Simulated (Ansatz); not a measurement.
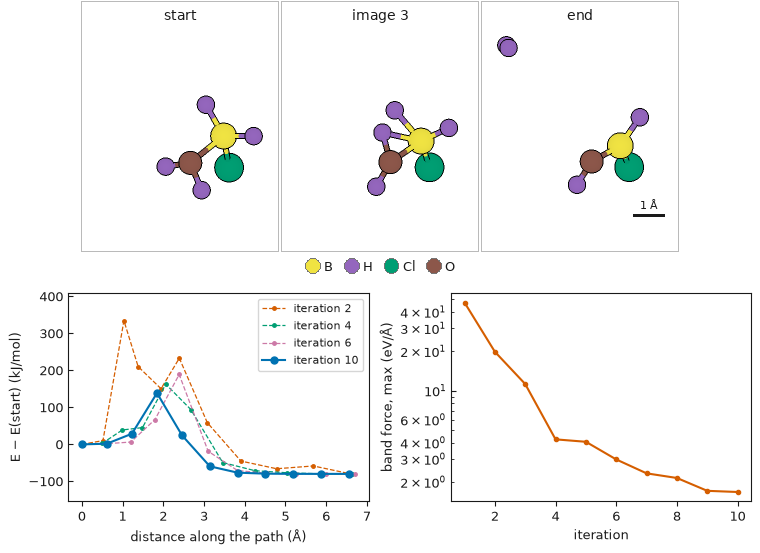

A nudged-elastic-band calculation for BH$_{4}$OCl. Images are numbered from 0 (start) to 10 (end). The plot follows the band through its iterations. Style: ball-and-stick. Shown from a free direction.

Method: RKS B3LYP/def2-mTZVP (Ansatz). Set-up: 9 movable images; climbing image; force threshold 0.03 eV/Å; iteration limit 10; starting path through a guess of the saddle point.

### How did the profile develop, and is the result final?

The result isn't final. The band hadn't converged when the run stopped after 10 iterations. The largest component of the band force went from 47 to 1.7 eV/Å. The barrier read from it is provisional: over the last two iterations the highest image moved from 106.7 kJ/mol to 138.8 kJ/mol. The iteration limit was low. The first iteration put the highest image at 724.8 kJ/mol. The energy climbs by 138.8 kJ/mol to image 3 and then falls by 218.5 kJ/mol, so the end point sits at −79.7 kJ/mol.
